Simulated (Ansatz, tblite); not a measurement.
# The cluster Te6Mo3: removing and adding an electron, part 2 of 2

Aim: the energy of removing and adding an electron for the cluster Te6Mo3, by energy differences, and how well orbital energies stand in for it.

Ansatz 0.2.0, Gaussian basis; as each input shows. The steps go on from the part before.

### 13 Charge -1 doublet at the fixed geometry, LC-ωPBE/def2-TZVP

Contents of in.yaml:

```yaml
crystal:
  periodic: [false, false, false]
  atoms:
    - {symbol: Mo, position_ang: [-1.226464, -0.234336, -0.051813]}
    - {symbol: Mo, position_ang: [0.208416, 1.583822, 0.100652]}
    - {symbol: Mo, position_ang: [1.410472, -0.831659, -0.309261]}
    - {symbol: Te, position_ang: [-3.460534, -0.020811, 1.365733]}
    - {symbol: Te, position_ang: [-0.162165, -2.363405, 1.126518]}
    - {symbol: Te, position_ang: [0.043208, 0.496050, -2.335674]}
    - {symbol: Te, position_ang: [2.503318, 0.954751, 1.298066]}
    - {symbol: Te, position_ang: [-2.253785, 2.470607, 0.673975]}
    - {symbol: Te, position_ang: [2.937513, -2.055019, -1.868185]}
basis:
  gaussian: {orbitals: def2-TZVP, fitting: {mean_field: def2-universal-jkfit}, initial_orbitals: start.molden}
total_charge: -1
magnetization: {spin_polarized: true, initial_magnetization: 1}
hamiltonian: {xc: {name: LC-wPBE}}
scf: {omitted_lower_state_checks: [starts]}
output: {orbitals: {seedname: orbitals}}
```

Started as:

```sh
ansatz run in.yaml --threads 2 --pin off --events-out ev --progress --plain --max-ram 20480MiB --backend cuda --devices 0, --max-vram 18GiB
```

The log of the run:

```text
Functional definition: LC-wPBE
  name "LC-wPBE"
  cite "Vydrov & Scuseria, J. Chem. Phys. 125, 234109 (2006) doi:10.1063/1.2409292"
  cite "Heyd & Scuseria, J. Chem. Phys. 120, 7274 (2004) doi:10.1063/1.1668634"
  cite "Ernzerhof & Perdew, J. Chem. Phys. 109, 3313 (1998) doi:10.1063/1.476928"
  cite "Perdew, Burke & Ernzerhof, Phys. Rev. Lett. 77, 3865 (1996) doi:10.1103/PhysRevLett.77.3865"
  parent pbe
  parameter omega = 0.4/bohr
  exchange = pbe_x_sr(omega) + exact_x_lr(omega)
  correlation = pbe_c
these checks for a lower state are left out or cut short: starts
2073 factors; integrals over basis functions are off by at most 1.2e0 eV
2073 factors; integrals over basis functions are off by at most 1.2e-5 eV
mean field evaluation 1: about -49344.3199 eV, gradient 7.9e0 eV
mean field evaluation 2: about -49345.0618 eV, gradient 1.1e0 eV
mean field evaluation 4: about -49345.1301 eV, gradient 2.3e-1 eV
mean field evaluation 8: about -49345.1632 eV, gradient 8.9e-2 eV
mean field evaluation 16: about -49345.1637 eV, gradient 2.4e-5 eV
mean field -49345.16365498 eV, -1813.4013169672 hartree, gradient 6.7e-6 eV, S^2 1.604350; 0 other end points of the search recorded, 0 dependent functions left out
reference -49345.16365498 eV, -1813.4013169674 hartree; 94, 93 occupied and 326, 327 virtual orbitals, 2073 factors
Total energy: -49345.16365498 eV, -1813.4013169674 hartree
Checks for a lower state left out: starts
```

Wall time 14 s (1 × H100 (card shared with other runs) with 2 threads of AMD EPYC 7R13, shared host); peak host memory 1 GiB.

From the report: HOMO -4.11 eV, LUMO 1.48 eV (over both spins); ⟨S²⟩ 1.604 (pure: 0.75). Doubts: spin contamination.

### 14 Charge -1 doublet at the fixed geometry, BHLYP-D4/def2-TZVP

in.yaml, as its differences from that of step 13:

```diff
@@ -16,3 +16,3 @@
 magnetization: {spin_polarized: true, initial_magnetization: 1}
-hamiltonian: {xc: {name: LC-wPBE}}
+hamiltonian: {xc: {name: BHLYP}, dispersion: d4}
 scf: {omitted_lower_state_checks: [starts]}
```

The command is unchanged.

The log of the run:

```text
Functional definition: BHLYP
  name "BHLYP"
  cite "Becke, J. Chem. Phys. 98, 1372 (1993) doi:10.1063/1.464304"
  cite "Becke, Phys. Rev. A 38, 3098 (1988) doi:10.1103/PhysRevA.38.3098"
  cite "Lee, Yang & Parr, Phys. Rev. B 37, 785 (1988) doi:10.1103/PhysRevB.37.785"
  parameter a = 0.5
  exchange = (1 - a)*b88_x + a*exact_x
  correlation = lyp_c
these checks for a lower state are left out or cut short: starts
2073 factors; integrals over basis functions are off by at most 1.2e0 eV
mean field evaluation 1: about -49319.7965 eV, gradient 7.0e0 eV
mean field evaluation 2: about -49320.1288 eV, gradient 8.8e-1 eV
mean field evaluation 4: about -49320.1851 eV, gradient 6.8e-2 eV
mean field evaluation 8: about -49320.1872 eV, gradient 3.1e-5 eV
mean field evaluation 16: about -49320.1872 eV, gradient 8.0e-6 eV
mean field -49320.18721302 eV, -1812.4834496550 hartree, gradient 8.0e-6 eV, S^2 1.455404; 0 other end points of the search recorded, 0 dependent functions left out
reference -49320.18741769 eV, -1812.4834571763 hartree; 94, 93 occupied and 326, 327 virtual orbitals, 2073 factors
Total energy: -49322.68010525 eV, -1812.5750617545 hartree
Checks for a lower state left out: starts
```

It took 11 s on 1 × H100 (card shared with other runs) with 2 threads of AMD EPYC 7R13, shared host; peak host memory 1 GiB.

From the report: HOMO -2.71 eV, LUMO 0.48 eV (over both spins); ⟨S²⟩ 1.455 (pure: 0.75). Doubts: spin contamination.

### 15 Vertical electron affinity

Starting state less charged state (positive: the electron is bound), singlet to doublet; the starting state's energies are those of its earlier runs.

| level | vertical electron affinity (eV) | time |
| --- | --- | --- |
| PBE-D4/def2-TZVP | +2.58 | 8 s |
| r2SCAN-D4/def2-TZVP | +2.72 | 13 s |
| r2SCANh-D4/def2-TZVP | +2.81 | 17 s |
| PBE0-D4/def2-TZVP | +2.82 | 13 s |
| BHLYP-D4/def2-TZVP† | +3.13 | 15 s |
| LC-ωPBE/def2-TZVP† | +3.37 | 18 s |

Times add the two runs; a level without a time comes out of a correlated run. † marks a level with a doubtful state (flagged, unstable, out of aufbau order, or strongly spin-contaminated); such levels are left out of the summary.

Beside −ε(LUMO) of the starting state:

| level | −ε(LUMO) (eV) | by difference (eV) | mismatch (eV) |
| --- | --- | --- | --- |
| PBE-D4/def2-TZVP | 4.24 | 2.58 | +1.67 |
| r2SCAN-D4/def2-TZVP | 4.30 | 2.72 | +1.59 |
| r2SCANh-D4/def2-TZVP | 4.10 | 2.81 | +1.29 |
| PBE0-D4/def2-TZVP | 3.76 | 2.82 | +0.94 |

### 16 Relaxing the charge -1 doublet

in.yaml, as its differences from that of step 14:

```diff
@@ -13,7 +13,8 @@
 basis:
-  gaussian: {orbitals: def2-TZVP, fitting: {mean_field: def2-universal-jkfit}, initial_orbitals: start.molden}
+  gaussian: {orbitals: def2-SVP}
 total_charge: -1
 magnetization: {spin_polarized: true, initial_magnetization: 1}
-hamiltonian: {xc: {name: BHLYP}, dispersion: d4}
-scf: {omitted_lower_state_checks: [starts]}
+hamiltonian: {xc: pbe, dispersion: d4}
+scf: {lower_state_search: "off"}
 output: {orbitals: {seedname: orbitals}}
+relax: {f_tol: 0.03, max_steps: 70}
```

Launched as before.

The log of the run:

```text
Functional definition: PBE
  name "PBE"
  cite "Perdew, Burke & Ernzerhof, Phys. Rev. Lett. 77, 3865 (1996) doi:10.1103/PhysRevLett.77.3865"
  parent pbe
  parameter kappa = 0.804
  parameter beta = 0.06672455060314922
  exchange = pbe_x(kappa = kappa, mu = beta*pi^2/3)
  correlation = pbe_c(beta = beta)
these checks for a lower state are left out or cut short: stability, starts, cluster_reference, orbital_swaps, neighbouring_geometries, increment
2829 factors; their error is unknown
mean field evaluation 1: about -49310.0430 eV, gradient 8.4e1 eV
mean field evaluation 2: about -48647.3510 eV, gradient 2.6e2 eV
mean field evaluation 4: about -49188.4751 eV, gradient 1.7e2 eV
mean field evaluation 8: about -49338.6010 eV, gradient 2.1e1 eV
mean field evaluation 16: about -49341.9148 eV, gradient 1.0e-1 eV
mean field evaluation 32: about -49341.8872 eV, gradient 2.6e-3 eV
mean field -49341.88722194 eV, -1813.2809102739 hartree, gradient 3.4e-6 eV, S^2 0.764050; 0 other end points of the search recorded, 0 dependent functions left out
the calculation of the forces begins
reference -49341.88727290 eV, -1813.2809121465 hartree; 94, 93 occupied and 155, 156 virtual orbitals, 2829 factors
relax step   1: F+E_penalty+E_count = -49343.15002656 eV  Δ(F+E_penalty+E_count) = +0.000e0 eV  max|allowed force component| = 5.303e-1 eV/Å  Δτ_max = 0.0000 Å  (47 SCF iters, accepted)
these checks for a lower state are left out or cut short: stability, starts, cluster_reference, orbital_swaps, neighbouring_geometries, increment
2829 factors; their error is unknown
mean field -49341.96177549 eV, -1813.2836500664 hartree, gradient 2.4e-6 eV, S^2 0.763099; 0 other end points of the search recorded, 0 dependent functions left out
the calculation of the forces begins
reference -49341.96182670 eV, -1813.2836519483 hartree; 94, 93 occupied and 155, 156 virtual orbitals, 2829 factors
relax step   2: F+E_penalty+E_count = -49343.19916205 eV  Δ(F+E_penalty+E_count) = -4.914e-2 eV  max|allowed force component| = 8.823e-1 eV/Å  Δτ_max = 0.1960 Å  (47 SCF iters, accepted)
these checks for a lower state are left out or cut short: stability, starts, cluster_reference, orbital_swaps, neighbouring_geometries, increment
2829 factors; their error is unknown
mean field evaluation 64: about -49342.0712 eV, gradient 1.8e-1 eV
mean field -49342.04634638 eV, -1813.2867579892 hartree, gradient 2.0e-6 eV, S^2 0.763766; 0 other end points of the search recorded, 0 dependent functions left out
the calculation of the forces begins
reference -49342.04639745 eV, -1813.2867598659 hartree; 94, 93 occupied and 155, 156 virtual orbitals, 2829 factors
relax step   3: F+E_penalty+E_count = -49343.29717185 eV  Δ(F+E_penalty+E_count) = -9.801e-2 eV  max|allowed force component| = 1.712e-1 eV/Å  Δτ_max = 0.0530 Å  (42 SCF iters, accepted)
these checks for a lower state are left out or cut short: stability, starts, cluster_reference, orbital_swaps, neighbouring_geometries, increment
2829 factors; their error is unknown
mean field -49342.05346233 eV, -1813.2870194957 hartree, gradient 3.0e-6 eV, S^2 0.766341; 0 other end points of the search recorded, 0 dependent functions left out
the calculation of the forces begins
reference -49342.05351311 eV, -1813.2870213615 hartree; 94, 93 occupied and 155, 156 virtual orbitals, 2829 factors
relax step   4: F+E_penalty+E_count = -49343.31823031 eV  Δ(F+E_penalty+E_count) = -2.106e-2 eV  max|allowed force component| = 4.933e-1 eV/Å  Δτ_max = 0.1584 Å  (44 SCF iters, accepted)
these checks for a lower state are left out or cut short: stability, starts, cluster_reference, orbital_swaps, neighbouring_geometries, increment
2829 factors; their error is unknown
mean field -49342.08398730 eV, -1813.2881412674 hartree, gradient 2.2e-6 eV, S^2 0.767761; 0 other end points of the search recorded, 0 dependent functions left out
the calculation of the forces begins
reference -49342.08403799 eV, -1813.2881431303 hartree; 94, 93 occupied and 155, 156 virtual orbitals, 2829 factors
relax step   5: F+E_penalty+E_count = -49343.35154162 eV  Δ(F+E_penalty+E_count) = -3.331e-2 eV  max|allowed force component| = 1.929e-1 eV/Å  Δτ_max = 0.1357 Å  (44 SCF iters, accepted)
these checks for a lower state are left out or cut short: stability, starts, cluster_reference, orbital_swaps, neighbouring_geometries, increment
2829 factors; their error is unknown
mean field evaluation 96: about -49342.0737 eV, gradient 3.3e-6 eV
mean field -49342.07371510 eV, -1813.2877637710 hartree, gradient 1.8e-6 eV, S^2 0.766154; 0 other end points of the search recorded, 0 dependent functions left out
the calculation of the forces begins
reference -49342.07376573 eV, -1813.2877656318 hartree; 94, 93 occupied and 155, 156 virtual orbitals, 2829 factors
relax step   6: F+E_penalty+E_count = -49343.34494968 eV  Δ(F+E_penalty+E_count) = +6.592e-3 eV  max|allowed force component| = 2.270e-1 eV/Å  Δτ_max = 0.2000 Å  (43 SCF iters, rejected (line search))
these checks for a lower state are left out or cut short: stability, starts, cluster_reference, orbital_swaps, neighbouring_geometries, increment
2829 factors; their error is unknown
mean field -49342.10036279 eV, -1813.2887430558 hartree, gradient 2.2e-6 eV, S^2 0.767638; 0 other end points of the search recorded, 0 dependent functions left out
the calculation of the forces begins
reference -49342.10041349 eV, -1813.2887449189 hartree; 94, 93 occupied and 155, 156 virtual orbitals, 2829 factors
relax step   7: F+E_penalty+E_count = -49343.36674984 eV  Δ(F+E_penalty+E_count) = -1.521e-2 eV  max|allowed force component| = 1.056e-1 eV/Å  Δτ_max = 0.0964 Å  (41 SCF iters, accepted)
these checks for a lower state are left out or cut short: stability, starts, cluster_reference, orbital_swaps, neighbouring_geometries, increment
2829 factors; their error is unknown
mean field -49342.10729020 eV, -1813.2889976334 hartree, gradient 2.4e-6 eV, S^2 0.768040; 0 other end points of the search recorded, 0 dependent functions left out
the calculation of the forces begins
reference -49342.10734087 eV, -1813.2889994953 hartree; 94, 93 occupied and 155, 156 virtual orbitals, 2829 factors
relax step   8: F+E_penalty+E_count = -49343.37539602 eV  Δ(F+E_penalty+E_count) = -8.646e-3 eV  max|allowed force component| = 1.315e-1 eV/Å  Δτ_max = 0.0965 Å  (40 SCF iters, accepted)
these checks for a lower state are left out or cut short: stability, starts, cluster_reference, orbital_swaps, neighbouring_geometries, increment
2829 factors; their error is unknown
mean field -49342.11094215 eV, -1813.2891318400 hartree, gradient 2.7e-6 eV, S^2 0.768594; 0 other end points of the search recorded, 0 dependent functions left out
the calculation of the forces begins
reference -49342.11099281 eV, -1813.2891337018 hartree; 94, 93 occupied and 155, 156 virtual orbitals, 2829 factors
relax step   9: F+E_penalty+E_count = -49343.37764328 eV  Δ(F+E_penalty+E_count) = -2.247e-3 eV  max|allowed force component| = 9.527e-2 eV/Å  Δτ_max = 0.0466 Å  (38 SCF iters, accepted)
these checks for a lower state are left out or cut short: stability, starts, cluster_reference, orbital_swaps, neighbouring_geometries, increment
2829 factors; their error is unknown
mean field evaluation 128: about -49342.1406 eV, gradient 5.5e-3 eV
mean field -49342.11148815 eV, -1813.2891519053 hartree, gradient 2.4e-6 eV, S^2 0.768255; 0 other end points of the search recorded, 0 dependent functions left out
the calculation of the forces begins
reference -49342.11153881 eV, -1813.2891537667 hartree; 94, 93 occupied and 155, 156 virtual orbitals, 2829 factors
relax step  10: F+E_penalty+E_count = -49343.37841645 eV  Δ(F+E_penalty+E_count) = -7.732e-4 eV  max|allowed force component| = 3.276e-2 eV/Å  Δτ_max = 0.0086 Å  (35 SCF iters, accepted)
these checks for a lower state are left out or cut short: stability, starts, cluster_reference, orbital_swaps, neighbouring_geometries, increment
2829 factors; their error is unknown
mean field -49342.11196147 eV, -1813.2891692995 hartree, gradient 2.3e-6 eV, S^2 0.768270; 0 other end points of the search recorded, 0 dependent functions left out
the calculation of the forces begins
reference -49342.11201213 eV, -1813.2891711609 hartree; 94, 93 occupied and 155, 156 virtual orbitals, 2829 factors
relax step  11: F+E_penalty+E_count = -49343.37873823 eV  Δ(F+E_penalty+E_count) = -3.218e-4 eV  max|allowed force component| = 1.295e-2 eV/Å  Δτ_max = 0.0171 Å  (35 SCF iters, accepted)
Total energy: -49343.37878888 eV, -1813.3357243480 hartree
Atom 0 at    -1.245441    -0.177199    -0.090467 Å, force     0.002006     0.005588     0.004225 eV/Å
Atom 1 at     0.178291     1.571483     0.250828 Å, force    -0.004062    -0.003284    -0.008490 eV/Å
Atom 2 at     1.365681    -0.843578    -0.324719 Å, force     0.002201    -0.004974     0.002943 eV/Å
Atom 3 at    -3.171059     0.080952     1.823414 Å, force     0.012946    -0.000825    -0.010906 eV/Å
Atom 4 at    -0.263773    -2.437465     0.979723 Å, force    -0.010126    -0.006946     0.002802 eV/Å
Atom 5 at     0.173840     0.666075    -2.286322 Å, force    -0.009841     0.003148     0.007870 eV/Å
Atom 6 at     2.498439     0.823816     1.409425 Å, force     0.006881     0.007149     0.007878 eV/Å
Atom 7 at    -2.485797     2.339239     0.143775 Å, force    -0.004958     0.002634    -0.000059 eV/Å
Atom 8 at     2.949798    -2.023323    -1.905645 Å, force     0.004954    -0.002489    -0.006262 eV/Å
Dipole moment:    -0.288997     0.493010    -0.049295 e Å
Checks for a lower state left out: stability, starts, cluster_reference, orbital_swaps, neighbouring_geometries, increment
```

Wall time 48 s (1 × H100 (card shared with other runs) with 2 threads of AMD EPYC 7R13, shared host); peak host memory 0.94 GiB.

The steps of the relaxation: (the energy doesn't fall at every step)

| step | energy from step 1 (eV) | largest force component (eV/Å) |
| --- | --- | --- |
| 1 | 0.0000 | 0.5303 |
| 2 | -0.0491 | 0.8823 |
| 3 | -0.1471 | 0.1712 |
| 4 | -0.1682 | 0.4933 |
| 5 | -0.2015 | 0.1929 |
| 6 | -0.1949 | 0.2270 |
| 7 | -0.2167 | 0.1056 |
| 8 | -0.2254 | 0.1315 |
| 9 | -0.2276 | 0.0953 |
| 10 | -0.2284 | 0.0328 |
| 11 | -0.2287 | 0.0129 |

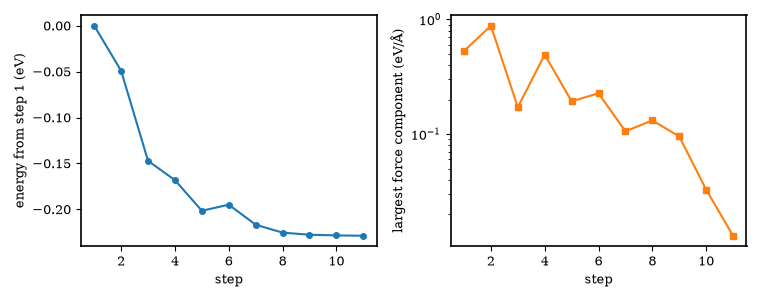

Energy and force, step by step.

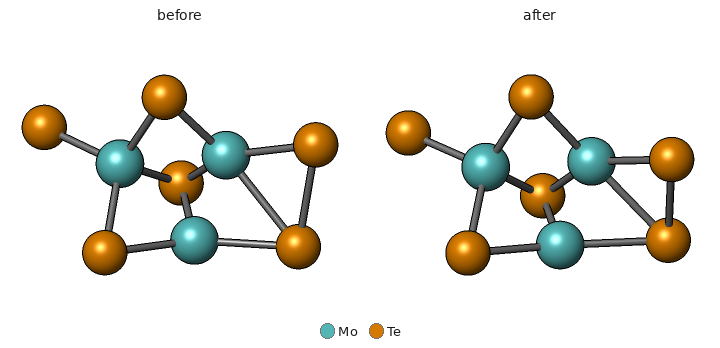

Before and after, at one scale.

Distances of close pairs at the start and the end, largest changes first:

| bond | before (Å) | after (Å) | change (Å) |
| --- | --- | --- | --- |
| Mo1–Te8 | 2.983 | 2.815 | -0.168 |
| Mo2–Te8 | 2.679 | 2.775 | +0.095 |
| Mo1–Te4 | 2.654 | 2.727 | +0.073 |
| Te4–Te8 | 2.853 | 2.897 | +0.043 |
| Mo1–Mo2 | 2.321 | 2.281 | -0.041 |
| Mo2–Te7 | 2.664 | 2.699 | +0.035 |
| Mo3–Te6 | 2.782 | 2.747 | -0.035 |
| Mo1–Te6 | 2.713 | 2.747 | +0.034 |

### 17 Charge -1 doublet, PBE0-D4/def2-TZVP

Contents of in.yaml:

```yaml
crystal:
  periodic: [false, false, false]
  atoms:
    - {symbol: Mo, position_ang: [-1.245441, -0.177199, -0.090467]}
    - {symbol: Mo, position_ang: [0.178291, 1.571483, 0.250828]}
    - {symbol: Mo, position_ang: [1.365681, -0.843578, -0.324719]}
    - {symbol: Te, position_ang: [-3.171059, 0.080952, 1.823414]}
    - {symbol: Te, position_ang: [-0.263773, -2.437465, 0.979723]}
    - {symbol: Te, position_ang: [0.173840, 0.666075, -2.286322]}
    - {symbol: Te, position_ang: [2.498439, 0.823816, 1.409425]}
    - {symbol: Te, position_ang: [-2.485797, 2.339239, 0.143775]}
    - {symbol: Te, position_ang: [2.949798, -2.023323, -1.905645]}
basis:
  gaussian: {orbitals: def2-TZVP, fitting: {mean_field: def2-universal-jkfit}, initial_orbitals: start.molden}
total_charge: -1
magnetization: {spin_polarized: true, initial_magnetization: 1}
hamiltonian: {xc: pbe0, dispersion: d4}
scf: {omitted_lower_state_checks: [starts]}
output: {orbitals: {seedname: orbitals}}
```

Same command.

The log of the run:

```text
Functional definition: PBE0
  name "PBE0"
  cite "Adamo & Barone, J. Chem. Phys. 110, 6158 (1999) doi:10.1063/1.478522"
  cite "Perdew, Burke & Ernzerhof, Phys. Rev. Lett. 77, 3865 (1996) doi:10.1103/PhysRevLett.77.3865"
  parent pbe
  parameter a = 0.25
  parameter kappa = 0.804
  parameter beta = 0.06672455060314922
  exchange = (1 - a)*pbe_x(kappa = kappa, mu = beta*pi^2/3) + a*exact_x
  correlation = pbe_c(beta = beta)
these checks for a lower state are left out or cut short: starts
2073 factors; integrals over basis functions are off by at most 1.2e0 eV
mean field evaluation 1: about -49342.0487 eV, gradient 3.0e1 eV
mean field evaluation 2: about -49343.3941 eV, gradient 1.8e0 eV
mean field evaluation 4: about -49343.4874 eV, gradient 8.0e-2 eV
mean field evaluation 8: about -49343.4885 eV, gradient 2.1e-5 eV
mean field -49343.48850322 eV, -1813.3397562757 hartree, gradient 2.1e-5 eV, S^2 0.888998; 0 other end points of the search recorded, 0 dependent functions left out
reference -49343.48854015 eV, -1813.3397576325 hartree; 94, 93 occupied and 326, 327 virtual orbitals, 2073 factors
Total energy: -49344.62214300 eV, -1813.3814167692 hartree
Checks for a lower state left out: starts
```

Run time: 11 s. Hardware: 1 × H100 (card shared with other runs) with 2 threads of AMD EPYC 7R13, shared host; peak host memory 0.96 GiB.

From the report: HOMO -2.31 eV, LUMO -0.25 eV (over both spins); ⟨S²⟩ 0.889 (pure: 0.75).

### 18 Charge -1 doublet, PBE-D4/def2-TZVP

in.yaml, as its differences from that of step 17:

```diff
@@ -16,3 +16,3 @@
 magnetization: {spin_polarized: true, initial_magnetization: 1}
-hamiltonian: {xc: pbe0, dispersion: d4}
+hamiltonian: {xc: pbe, dispersion: d4}
 scf: {omitted_lower_state_checks: [starts]}
```

Launched as before.

The log of the run:

```text
Functional definition: PBE
  name "PBE"
  cite "Perdew, Burke & Ernzerhof, Phys. Rev. Lett. 77, 3865 (1996) doi:10.1103/PhysRevLett.77.3865"
  parent pbe
  parameter kappa = 0.804
  parameter beta = 0.06672455060314922
  exchange = pbe_x(kappa = kappa, mu = beta*pi^2/3)
  correlation = pbe_c(beta = beta)
these checks for a lower state are left out or cut short: starts
2073 factors; integrals over basis functions are off by at most 1.2e0 eV
mean field evaluation 1: about -49345.3421 eV, gradient 8.1e0 eV
mean field evaluation 2: about -49345.6990 eV, gradient 6.8e-1 eV
mean field evaluation 4: about -49345.7342 eV, gradient 2.0e-1 eV
mean field evaluation 8: about -49345.7350 eV, gradient 2.4e-5 eV
mean field -49345.73497655 eV, -1813.4223126476 hartree, gradient 2.4e-5 eV, S^2 0.768820; 0 other end points of the search recorded, 0 dependent functions left out
reference -49345.73502566 eV, -1813.4223144526 hartree; 94, 93 occupied and 326, 327 virtual orbitals, 2073 factors
Total energy: -49347.00180241 eV, -1813.4688676394 hartree
Checks for a lower state left out: starts
```

It took 4.1 s on 1 × H100 (card shared with other runs) with 2 threads of AMD EPYC 7R13, shared host; peak host memory 0.94 GiB.

HOMO -1.27 eV, LUMO -0.81 eV (over both spins); ⟨S²⟩ 0.769 (pure: 0.75).

### 19 Adiabatic electron affinity

Starting state less charged state (positive: the electron is bound), singlet to doublet; the starting state's energies are those of its earlier runs.

| level | adiabatic electron affinity (eV) | time |
| --- | --- | --- |
| PBE-D4/def2-TZVP | +2.78 | 7.7 s |
| PBE0-D4/def2-TZVP | +3.06 | 16 s |

Times add the two runs; a level without a time comes out of a correlated run.

### 20 Results

This closing draws on all 2 parts.

```
                                             quantity                               value
 vertical ionisation energy, functionals in def2-TZVP  6.84 (PBE-D4) to 7.04 eV (PBE0-D4)
 vertical electron affinity, functionals in def2-TZVP  2.58 (PBE-D4) to 2.82 eV (PBE0-D4)
adiabatic electron affinity, functionals in def2-TZVP  2.78 (PBE-D4) to 3.06 eV (PBE0-D4)
       relaxation of the anion side, PBE-D4/def2-TZVP                             0.20 eV
```

In words: The vertical ionisation energy spans 6.84 to 7.04 eV over the functionals. −ε(HOMO) misses the level's own difference by -1.14 eV at best (PBE0-D4) and -1.79 eV at worst (PBE-D4). The vertical electron affinity spans 2.58 to 2.82 eV over the functionals. −ε(LUMO) misses the level's own difference by +0.94 eV at best (PBE0-D4) and +1.67 eV at worst (PBE-D4). The adiabatic electron affinity spans 2.78 to 3.06 eV over the functionals. Relaxing the reduced state gains 0.20 eV at PBE-D4/def2-TZVP. The charged states' spins were chosen beforehand and needn't be their lowest.
